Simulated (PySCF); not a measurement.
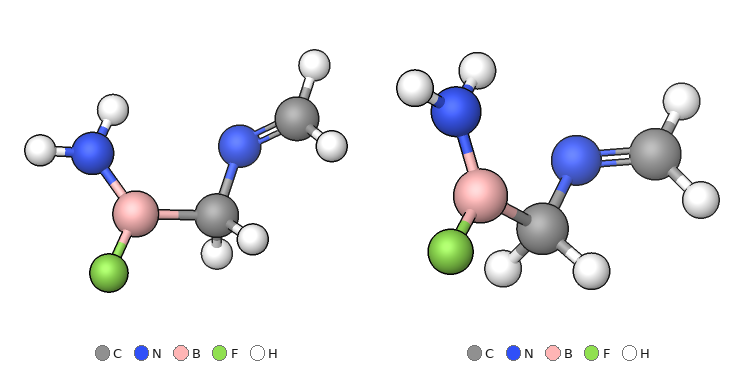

The same structure drawn twice, from different directions.

> Which formula does it have?

C2H6BFN2, 12 atoms: 2 carbon, 6 hydrogen, 1 boron, 1 fluorine and 2 nitrogen.

> Name functional groups in it.

Among them: imine.

The parts below concern this one geometry. Atoms keep their numbers from picture to picture. The geometry was computed by an optimisation with PBE0-D3(BJ)/def2-SVP. No frequency run is at hand to confirm it as a minimum.

### Symmetry

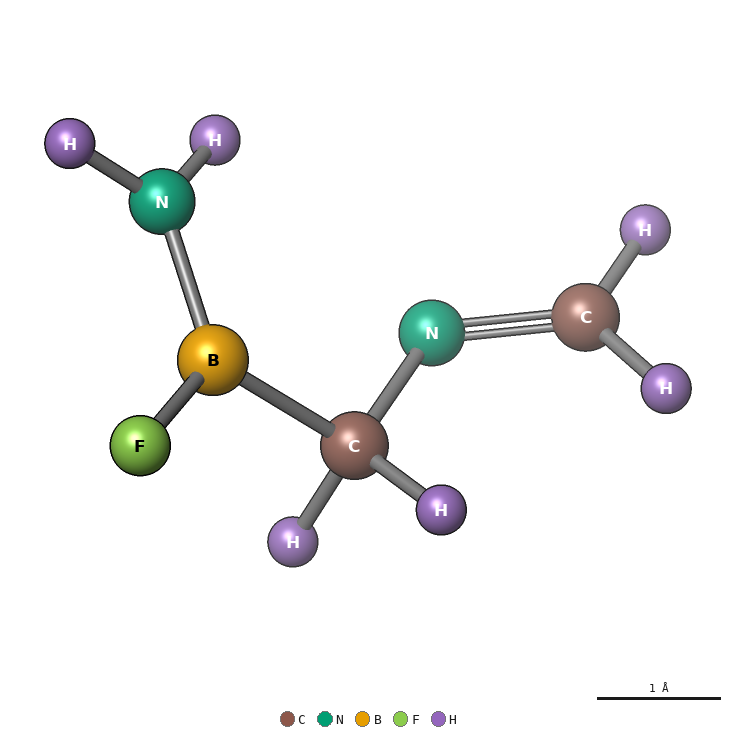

Distant atoms are faded towards the background colour. No frequency run is at hand to confirm it as a minimum. Masses are those of the most abundant isotopes; constants are for the rigid equilibrium geometry.

> Classify the rotor and give the rotational constants (GHz).

An asymmetric top (C1): A = 7.72, B = 2.04, C = 1.70 GHz. Ray's parameter κ is −0.89, close to the prolate limit.

### Quadrupole coupling

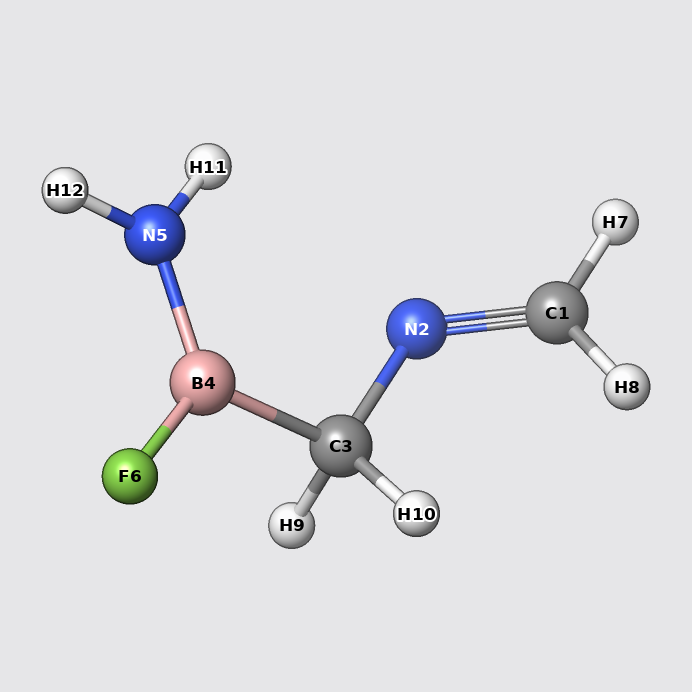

No frequency run is at hand to confirm it as a minimum. Electric field gradients from the ground-state density, PBE0/def2-TZVP (PySCF 2.14.0), non-relativistic apart from any core potentials.

Give the largest field-gradient component, the quadrupole coupling constant and the asymmetry for 14N at N2 (Q = 20.44 mb), 11B at B4 (Q = 40.59 mb), 14N at N5 (Q = 20.44 mb).

```json
{"atom": "N2", "V_zz (a.u.)": "−1.084", "e²qQ/h (MHz)": "−5.21", "η": "0.51"}
{"atom": "B4", "V_zz (a.u.)": "0.332", "e²qQ/h (MHz)": "3.16", "η": "0.68"}
{"atom": "N5", "V_zz (a.u.)": "−0.610", "e²qQ/h (MHz)": "−2.93", "η": "0.63"}
```

### Dipole moment

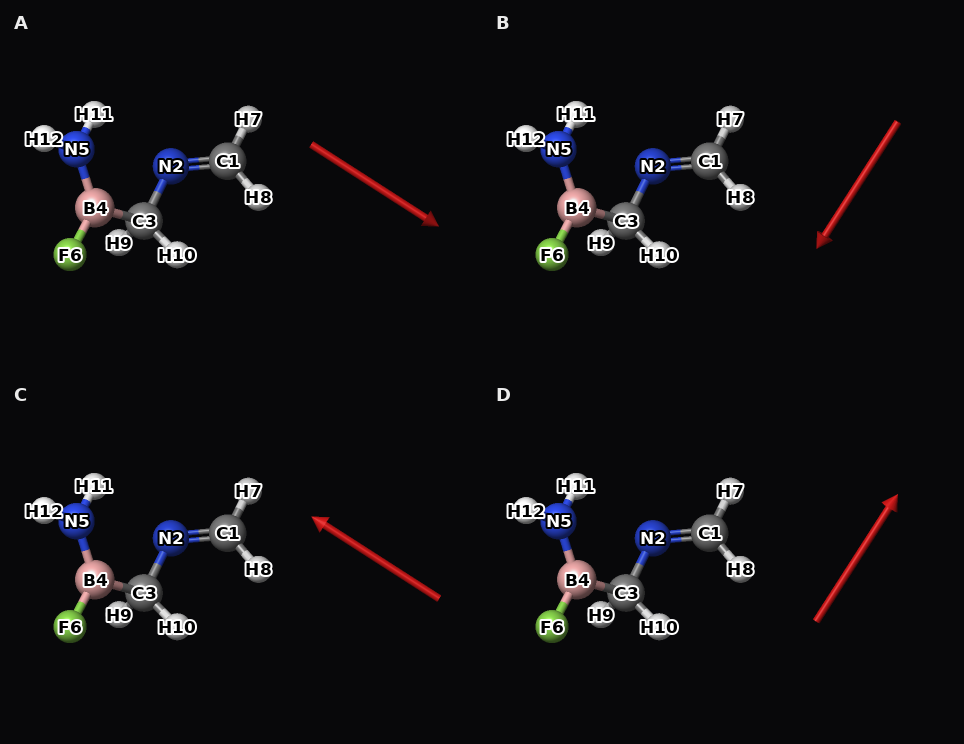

The same molecule four times, each with an arrow. No frequency run is at hand to confirm it as a minimum. Method: PBE0/6-31G*, gas phase (PySCF 2.14.0).

> Which arrow points along the dipole moment, from the negative to the positive end?

D. The dipole moment is 1.36 D; it points from the side of F6 to the side of H7 (the outermost atoms at the two ends).

### Core levels

No frequency run is at hand to confirm it as a minimum. Properties computed with delta-SCF UKS SCAN, pcX-2 on the ionised atom, pcseg-1 elsewhere, spin-free X2C (PySCF 2.14.0).

Give the core-electron binding energies (to vacuum) of C1 1s, N2 1s, C3 1s, B4 1s, N5 1s, F6 1s.

```
atom  level  binding energy (eV)
  C1     1s                291.6
  N2     1s                405.1
  C3     1s                291.0
  B4     1s                197.2
  N5     1s                405.2
  F6     1s                692.5
```

### NMR shielding

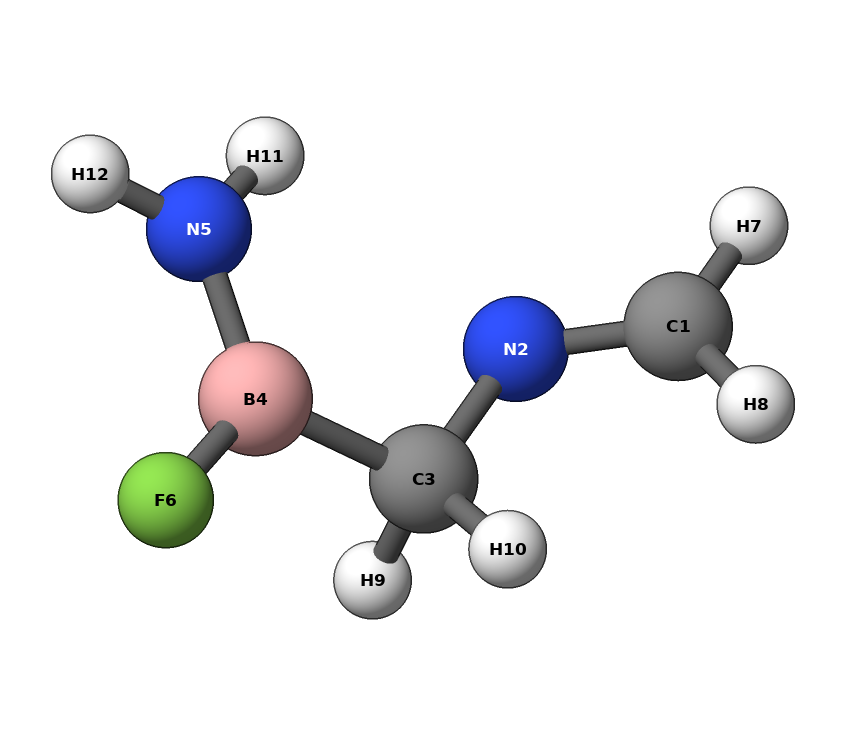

No frequency run is at hand to confirm it as a minimum. Method: GIAO PBE0/6-31G* NMR shielding, non-relativistic, gas phase (PySCF 2.14.0). Principal shieldings σ11 ≤ σ22 ≤ σ33, span Ω = σ33 − σ11, skew κ = 3(σiso − σ22)/Ω.

Give the shielding tensors of the B atoms.

```tsv
atom	σ11	σ22	σ33	σiso	Ω	κ
B4	56.6	94.3	103.1	84.7	46.5	−0.62
```

Shieldings and span in ppm.
